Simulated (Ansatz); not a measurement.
## Geometry relaxation of C$_{3}$H$_{8}$Si (part 1 of 2)

The run: geometry relaxation of C$_{3}$H$_{8}$Si. Method and program: UKS PBE/def2-SVP (Ansatz 0.2.0).

It belongs to a series of runs on one base structure; here: end point B relaxed. Figures and captions count atoms from 1; the log counts them from 0 in places.

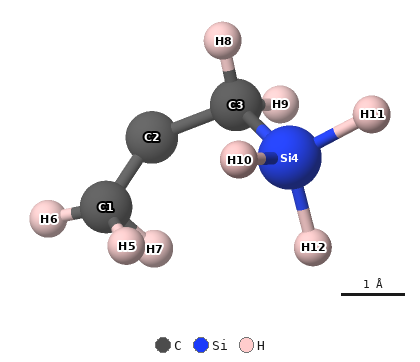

**Figure 1.** The input geometry (ball-and-stick view, seen at a tilt; atoms are numbered from 1 in the order of the input). Bond lengths as drawn: C–C 1.37 to 1.55 Å, C–H 1.05 to 1.10 Å, C–Si 1.81 Å and H–Si 1.50 to 1.51 Å.

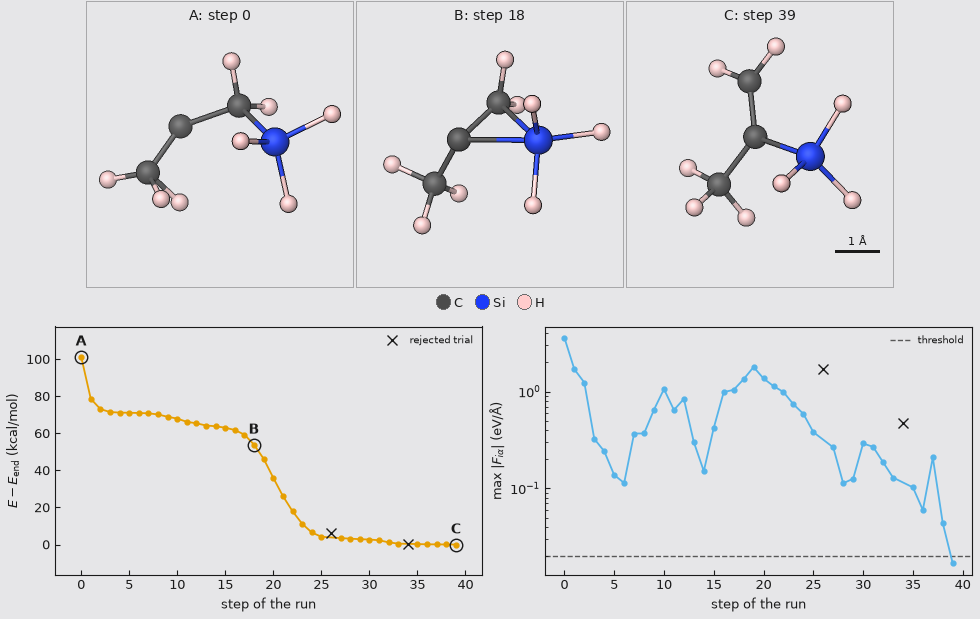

**Figure 2.** Frames of the relaxation (ball-and-stick view, seen at a tilt) above the curves, on which the letters mark them (the first geometry is step 0 here and step 1 in the log).

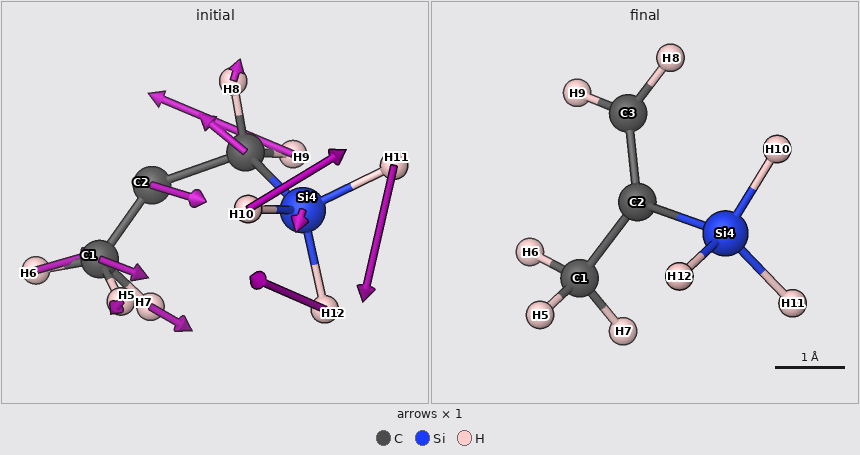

**Figure 3.** Before (left) and after (right) the relaxation, at one scale (ball-and-stick view, seen at a tilt). The pink arrows give the displacements, at true length. The atom that moves furthest after the best rigid fit is H9 (2.30 Å). Largest moves by element: H 2.30 Å, C 1.15 Å, Si 0.39 Å. Among the contacts that change: C2–Si4 2.945 → 1.892 Å, C3–Si4 1.814 → 2.817 Å, C2–C3 1.547 → 1.352 Å, C1–C2 1.372 → 1.509 Å. New bonds form: C2–Si4 (2.95 → 1.89 Å). Bonds break: C3–Si4 (1.81 → 2.82 Å). Among the angles that change: H5–C1–H7 73.0° → 106.0°, C2–C1–H7 91.0° → 111.3°, C2–C3–H8 103.9° → 122.2°. After 39 geometry steps the energy has fallen by 101.4 kcal/mol. Largest force component: 3.6 eV/Å at the start, 0.017 eV/Å at the end. The line search rejected the trial steps at points 26, 34 (counted from 0) and went back. (Atoms are counted from 1 in the order of the input.)

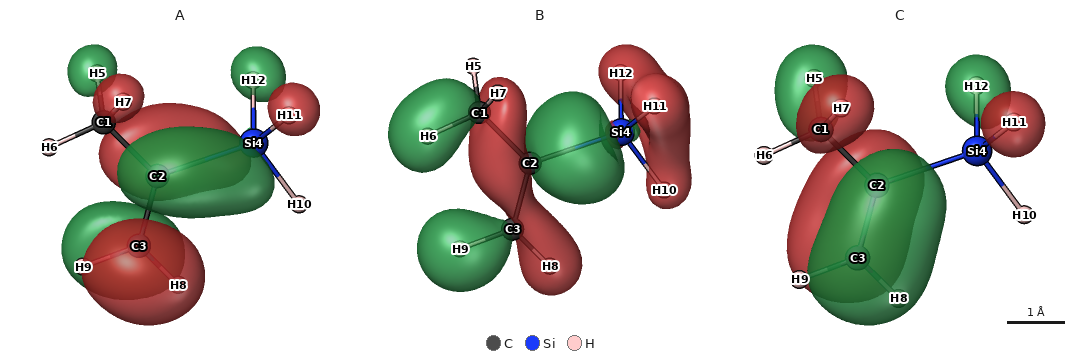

**Figure 4.** Three frontier orbitals at ±0.1 Å⁻³ᐟ² (green and red are the two phases). B is the HOMO−1 (α) (−7.35 eV). It lies mainly on C2 (30 %), Si4 (25 %), C3 (10 %) and C1 (10 %). C is the HOMO (α) (−6.35 eV). A is the LUMO (α) (−1.15 eV). Its weight (Hirshfeld) is mainly on C3 (40 %), C2 (30 %) and Si4 (10 %); π-antibonding (π*) across C3–C2. The HOMO–LUMO gap is 5.20 eV between the orbital energies.

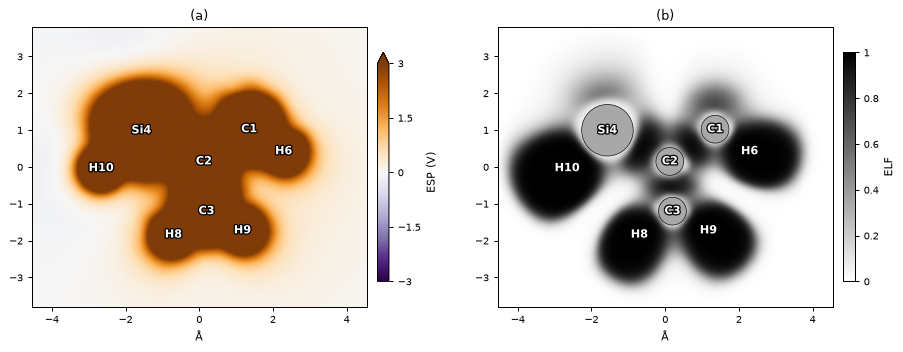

**Figure 5.** (a) molecular electrostatic potential; (b) ELF on the plane of atoms H8, C3 and H9. Grey discs, where drawn, cover atomic cores. The section cuts through C, Si and H sites. C–C (1.35 Å): the ELF peaks at about 0.90 between the atoms; a double or triple bond. C–Si (1.89 Å): the ELF peaks at about 0.95 between the atoms, which marks localised, shared-pair bonding. Si–H (1.50 Å): the ELF climbs to about 1 towards the hydrogen. The potential has no marked negative region in this plane.

The input and output of the run follow.

### Input file
```yaml
crystal:
  periodic: [false, false, false]
  atoms:
    - { symbol: C, position_ang: [-1.5522, 1.1454, 0.2177] }
    - { symbol: C, position_ang: [-0.2489, 1.1117, 0.6461] }
    - { symbol: C, position_ang: [0.8505, 0.0697, 0.3317] }
    - { symbol: Si, position_ang: [0.5359, -1.3833, -0.7083] }
    - { symbol: H, position_ang: [-1.9356, 0.3812, -0.3936] }
    - { symbol: H, position_ang: [-2.1683, 1.9489, 0.555] }
    - { symbol: H, position_ang: [-1.23146, 1.36093, -0.8015] }
    - { symbol: H, position_ang: [1.187, -0.254, 1.3067] }
    - { symbol: H, position_ang: [1.6585, 0.6383, -0.1508] }
    - { symbol: H, position_ang: [-0.5064, -2.3061, -0.1409] }
    - { symbol: H, position_ang: [1.7893, -2.2018, -0.8878] }
    - { symbol: H, position_ang: [0.0945, -1.0122, -2.1027] }
magnetization:
  spin_polarized: true
basis:
  gaussian: { orbitals: def2-SVP }
hamiltonian:
  xc: pbe
relax:
  f_tol: 0.02
  max_steps: 50
output:
  orbitals: {}
```

Run as:
```bash
ansatz run input.yaml --threads 2 --pin off --max-ram 3072MiB --backend cpu --events-out ev --progress --plain --runs-dir out
```

### Log
```
The last accepted step is kept in [file] (removed where the run ends without a failure and the disk answers)
Engine: ansatz 0.2.0, aarch64-unknown-linux-gnu
Functional definition: PBE
  parameter kappa = 0.804
  parameter beta = 0.06672455060314922
  exchange = pbe_x(kappa = kappa, mu = beta*pi^2/3)
  correlation = pbe_c(beta = beta)
1134 factors; their error is unknown
mean field evaluation 1: about -11090.7156 eV, gradient 4.3e1 eV
mean field evaluation 2: about -11078.5685 eV, gradient 6.1e1 eV
mean field evaluation 4: about -11100.1612 eV, gradient 5.3e0 eV
mean field evaluation 8: about -11100.3158 eV, gradient 1.1e-1 eV
mean field evaluation 16: about -11100.2453 eV, gradient 3.3e-4 eV
mean field evaluation 32: about -11100.2994 eV, gradient 4.4e-5 eV
mean field -11100.29937860 eV, -407.9284781105 hartree, gradient 4.4e-5 eV, S^2 0.350983; 5 other end points of the search recorded, 0 dependent functions left out
the calculation of the forces begins
reference -11100.29941469 eV, -407.9284794367 hartree; 20, 20 occupied and 80, 80 virtual orbitals, 1134 factors
relax step   1: F+E_penalty+E_count = -11100.29937860 eV  Δ(F+E_penalty+E_count) = +0.000e0 eV  max|allowed force component| = 3.585e0 eV/Å  Δτ_max = 0.0000 Å  (96 SCF iters, accepted)
these checks for a lower state are left out or cut short: starts, cluster_reference, orbital_swaps, neighbouring_geometries, increment
1134 factors; their error is unknown
mean field -11101.28628469 eV, -407.9647462402 hartree, gradient 4.4e-5 eV, S^2 0.426822; 0 other end points of the search recorded, 0 dependent functions left out
[... from here on the field's lines of each further geometry are left out, up to the last ...]
relax step   2: F+E_penalty+E_count = -11101.28628469 eV  Δ(F+E_penalty+E_count) = -9.869e-1 eV  max|allowed force component| = 1.696e0 eV/Å  Δτ_max = 0.1906 Å  (34 SCF iters, accepted)
relax step   3: F+E_penalty+E_count = -11101.52730659 eV  Δ(F+E_penalty+E_count) = -2.410e-1 eV  max|allowed force component| = 1.238e0 eV/Å  Δτ_max = 0.1950 Å  (32 SCF iters, accepted)
relax step   4: F+E_penalty+E_count = -11101.59708484 eV  Δ(F+E_penalty+E_count) = -6.978e-2 eV  max|allowed force component| = 3.250e-1 eV/Å  Δτ_max = 0.2000 Å  (32 SCF iters, accepted)
relax step   5: F+E_penalty+E_count = -11101.60998516 eV  Δ(F+E_penalty+E_count) = -1.290e-2 eV  max|allowed force component| = 2.421e-1 eV/Å  Δτ_max = 0.0872 Å  (32 SCF iters, accepted)
relax step   6: F+E_penalty+E_count = -11101.61416265 eV  Δ(F+E_penalty+E_count) = -4.177e-3 eV  max|allowed force component| = 1.377e-1 eV/Å  Δτ_max = 0.1518 Å  (32 SCF iters, accepted)
relax step   7: F+E_penalty+E_count = -11101.61908045 eV  Δ(F+E_penalty+E_count) = -4.918e-3 eV  max|allowed force component| = 1.140e-1 eV/Å  Δτ_max = 0.0891 Å  (32 SCF iters, accepted)
relax step   8: F+E_penalty+E_count = -11101.62707724 eV  Δ(F+E_penalty+E_count) = -7.997e-3 eV  max|allowed force component| = 3.690e-1 eV/Å  Δτ_max = 0.1958 Å  (36 SCF iters, accepted)
relax step   9: F+E_penalty+E_count = -11101.65307588 eV  Δ(F+E_penalty+E_count) = -2.600e-2 eV  max|allowed force component| = 3.691e-1 eV/Å  Δτ_max = 0.0642 Å  (33 SCF iters, accepted)
relax step  10: F+E_penalty+E_count = -11101.70839628 eV  Δ(F+E_penalty+E_count) = -5.532e-2 eV  max|allowed force component| = 6.508e-1 eV/Å  Δτ_max = 0.1942 Å  (36 SCF iters, accepted)
relax step  11: F+E_penalty+E_count = -11101.74990320 eV  Δ(F+E_penalty+E_count) = -4.151e-2 eV  max|allowed force component| = 1.060e0 eV/Å  Δτ_max = 0.1919 Å  (35 SCF iters, accepted)
relax step  12: F+E_penalty+E_count = -11101.82676862 eV  Δ(F+E_penalty+E_count) = -7.687e-2 eV  max|allowed force component| = 6.449e-1 eV/Å  Δτ_max = 0.2000 Å  (38 SCF iters, accepted)
relax step  13: F+E_penalty+E_count = -11101.86019592 eV  Δ(F+E_penalty+E_count) = -3.343e-2 eV  max|allowed force component| = 8.399e-1 eV/Å  Δτ_max = 0.2000 Å  (92 SCF iters, accepted)
relax step  14: F+E_penalty+E_count = -11101.91208176 eV  Δ(F+E_penalty+E_count) = -5.189e-2 eV  max|allowed force component| = 3.003e-1 eV/Å  Δτ_max = 0.0966 Å  (47 SCF iters, accepted)
relax step  15: F+E_penalty+E_count = -11101.92979259 eV  Δ(F+E_penalty+E_count) = -1.771e-2 eV  max|allowed force component| = 1.511e-1 eV/Å  Δτ_max = 0.0983 Å  (44 SCF iters, accepted)
relax step  16: F+E_penalty+E_count = -11101.96392429 eV  Δ(F+E_penalty+E_count) = -3.413e-2 eV  max|allowed force component| = 4.219e-1 eV/Å  Δτ_max = 0.1951 Å  (62 SCF iters, accepted)
relax step  17: F+E_penalty+E_count = -11102.01775271 eV  Δ(F+E_penalty+E_count) = -5.383e-2 eV  max|allowed force component| = 9.860e-1 eV/Å  Δτ_max = 0.1952 Å  (39 SCF iters, accepted)
relax step  18: F+E_penalty+E_count = -11102.12672134 eV  Δ(F+E_penalty+E_count) = -1.090e-1 eV  max|allowed force component| = 1.042e0 eV/Å  Δτ_max = 0.1971 Å  (37 SCF iters, accepted)
relax step  19: F+E_penalty+E_count = -11102.36136246 eV  Δ(F+E_penalty+E_count) = -2.346e-1 eV  max|allowed force component| = 1.340e0 eV/Å  Δτ_max = 0.1956 Å  (37 SCF iters, accepted)
relax step  20: F+E_penalty+E_count = -11102.69222739 eV  Δ(F+E_penalty+E_count) = -3.309e-1 eV  max|allowed force component| = 1.789e0 eV/Å  Δτ_max = 0.1955 Å  (38 SCF iters, accepted)
relax step  21: F+E_penalty+E_count = -11103.13649544 eV  Δ(F+E_penalty+E_count) = -4.443e-1 eV  max|allowed force component| = 1.364e0 eV/Å  Δτ_max = 0.1972 Å  (37 SCF iters, accepted)
relax step  22: F+E_penalty+E_count = -11103.56274200 eV  Δ(F+E_penalty+E_count) = -4.262e-1 eV  max|allowed force component| = 1.138e0 eV/Å  Δτ_max = 0.1952 Å  (32 SCF iters, accepted)
relax step  23: F+E_penalty+E_count = -11103.91764305 eV  Δ(F+E_penalty+E_count) = -3.549e-1 eV  max|allowed force component| = 9.884e-1 eV/Å  Δτ_max = 0.1951 Å  (31 SCF iters, accepted)
relax step  24: F+E_penalty+E_count = -11104.20986290 eV  Δ(F+E_penalty+E_count) = -2.922e-1 eV  max|allowed force component| = 7.386e-1 eV/Å  Δτ_max = 0.2000 Å  (30 SCF iters, accepted)
relax step  25: F+E_penalty+E_count = -11104.41436291 eV  Δ(F+E_penalty+E_count) = -2.045e-1 eV  max|allowed force component| = 5.886e-1 eV/Å  Δτ_max = 0.2000 Å  (31 SCF iters, accepted)
relax step  26: F+E_penalty+E_count = -11104.51452164 eV  Δ(F+E_penalty+E_count) = -1.002e-1 eV  max|allowed force component| = 3.815e-1 eV/Å  Δτ_max = 0.2000 Å  (30 SCF iters, accepted)
relax step  27: F+E_penalty+E_count = -11104.41911981 eV  Δ(F+E_penalty+E_count) = +9.540e-2 eV  max|allowed force component| = 1.690e0 eV/Å  Δτ_max = 0.2000 Å  (31 SCF iters, rejected (line search))
relax step  28: F+E_penalty+E_count = -11104.54655292 eV  Δ(F+E_penalty+E_count) = -3.203e-2 eV  max|allowed force component| = 2.654e-1 eV/Å  Δτ_max = 0.0961 Å  (30 SCF iters, accepted)
relax step  29: F+E_penalty+E_count = -11104.55843863 eV  Δ(F+E_penalty+E_count) = -1.189e-2 eV  max|allowed force component| = 1.132e-1 eV/Å  Δτ_max = 0.0998 Å  (31 SCF iters, accepted)
relax step  30: F+E_penalty+E_count = -11104.57217164 eV  Δ(F+E_penalty+E_count) = -1.373e-2 eV  max|allowed force component| = 1.262e-1 eV/Å  Δτ_max = 0.1461 Å  (31 SCF iters, accepted)
relax step  31: F+E_penalty+E_count = -11104.57949730 eV  Δ(F+E_penalty+E_count) = -7.326e-3 eV  max|allowed force component| = 2.913e-1 eV/Å  Δτ_max = 0.1951 Å  (29 SCF iters, accepted)
relax step  32: F+E_penalty+E_count = -11104.59660623 eV  Δ(F+E_penalty+E_count) = -1.711e-2 eV  max|allowed force component| = 2.690e-1 eV/Å  Δτ_max = 0.0878 Å  (31 SCF iters, accepted)
relax step  33: F+E_penalty+E_count = -11104.64526142 eV  Δ(F+E_penalty+E_count) = -4.866e-2 eV  max|allowed force component| = 1.868e-1 eV/Å  Δτ_max = 0.2000 Å  (29 SCF iters, accepted)
relax step  34: F+E_penalty+E_count = -11104.67526633 eV  Δ(F+E_penalty+E_count) = -3.000e-2 eV  max|allowed force component| = 1.297e-1 eV/Å  Δτ_max = 0.2000 Å  (29 SCF iters, accepted)
relax step  35: F+E_penalty+E_count = -11104.67525823 eV  Δ(F+E_penalty+E_count) = +8.103e-6 eV  max|allowed force component| = 4.787e-1 eV/Å  Δτ_max = 0.1983 Å  (29 SCF iters, rejected (line search))
relax step  36: F+E_penalty+E_count = -11104.68571934 eV  Δ(F+E_penalty+E_count) = -1.045e-2 eV  max|allowed force component| = 1.026e-1 eV/Å  Δτ_max = 0.0992 Å  (31 SCF iters, accepted)
relax step  37: F+E_penalty+E_count = -11104.69167191 eV  Δ(F+E_penalty+E_count) = -5.953e-3 eV  max|allowed force component| = 5.998e-2 eV/Å  Δτ_max = 0.0983 Å  (31 SCF iters, accepted)
relax step  38: F+E_penalty+E_count = -11104.69276105 eV  Δ(F+E_penalty+E_count) = -1.089e-3 eV  max|allowed force component| = 2.087e-1 eV/Å  Δτ_max = 0.1148 Å  (31 SCF iters, accepted)
relax step  39: F+E_penalty+E_count = -11104.69593622 eV  Δ(F+E_penalty+E_count) = -3.175e-3 eV  max|allowed force component| = 4.385e-2 eV/Å  Δτ_max = 0.0196 Å  (33 SCF iters, accepted)
the calculation of the forces begins
reference -11104.69632259 eV, -408.0900628218 hartree; 20, 20 occupied and 80, 80 virtual orbitals, 1134 factors
relax step  40: F+E_penalty+E_count = -11104.69628704 eV  Δ(F+E_penalty+E_count) = -3.508e-4 eV  max|allowed force component| = 1.691e-2 eV/Å  Δτ_max = 0.0155 Å  (33 SCF iters, accepted)
1134 factors; their error is unknown
mean field -11104.69628704 eV, -408.0900615153 hartree, gradient 1.9e-5 eV, S^2 0.000000; 1 other end points of the search recorded, 0 dependent functions left out
the calculation of the forces begins
reference -11104.69632259 eV, -408.0900628218 hartree; 20, 20 occupied and 80, 80 virtual orbitals, 1134 factors
Total energy: -11104.69632259 eV, -408.0900628218 hartree
Atom 0 at    -0.961273     1.180676    -0.538260 Å, force    -0.012629     0.014385    -0.009321 eV/Å
Atom 1 at    -0.041336     0.142410     0.056091 Å, force     0.016907    -0.013145     0.014268 eV/Å
Atom 2 at     0.674172     0.369274     1.180653 Å, force    -0.006006    -0.006440    -0.012702 eV/Å
Atom 3 at     0.097088    -1.528683    -0.819438 Å, force    -0.002390     0.003808    -0.003603 eV/Å
Atom 4 at    -2.005267     0.805050    -0.608775 Å, force    -0.001408    -0.000095     0.005377 eV/Å
Atom 5 at    -0.972497     2.114611     0.060693 Å, force    -0.001529     0.001352    -0.002593 eV/Å
Atom 6 at    -0.659553     1.441567    -1.576090 Å, force     0.002412     0.001571     0.002660 eV/Å
Atom 7 at     1.346673    -0.390053     1.612847 Å, force    -0.000510     0.002010    -0.000420 eV/Å
Atom 8 at     0.612557     1.334490     1.716714 Å, force     0.001456     0.003359     0.003386 eV/Å
Atom 9 at     1.076020    -2.412415    -0.096893 Å, force     0.002109    -0.003159     0.003001 eV/Å
Atom 10 at     0.551996    -1.344697    -2.245679 Å, force     0.002022    -0.001755     0.001468 eV/Å
Atom 11 at    -1.245739    -2.213500    -0.870264 Å, force    -0.000434    -0.001893    -0.001522 eV/Å
Dipole moment:    -0.045506     0.149992     0.032800 e Å
```

### Trajectory as extended XYZ (Å, eV, eV/Å), 18 of the 40 frames kept, from step=1 to step=40
```
12
Properties=species:S:1:pos:R:3:forces:R:3 step=1 energy=-11100.29938
C    -1.5522    1.1454    0.2177    0.1476   0.3209  -0.4916
C    -0.2489    1.1117    0.6461    3.5855  -0.2113   1.9770
C     0.8505    0.0697    0.3317   -1.9149   2.1095  -0.1427
Si    0.5359   -1.3833   -0.7083   -0.2421  -1.7891  -1.1931
H    -1.9356    0.3812   -0.3936   -2.3777  -3.0868  -0.1730
H    -2.1683    1.9489    0.5550   -1.1775   0.6928   0.3822
H    -1.2315    1.3609   -0.8015    0.9545   1.7875  -1.5157
H     1.1870   -0.2540    1.3067    0.6198  -0.1508   0.9153
H     1.6585    0.6383   -0.1508    0.5453   0.2375   0.1802
H    -0.5064   -2.3061   -0.1409   -0.1001  -0.0003   0.0441
H     1.7893   -2.2018   -0.8878    0.0395  -0.0089   0.0174
H     0.0945   -1.0122   -2.1027   -0.0799   0.0991   0.0000
```
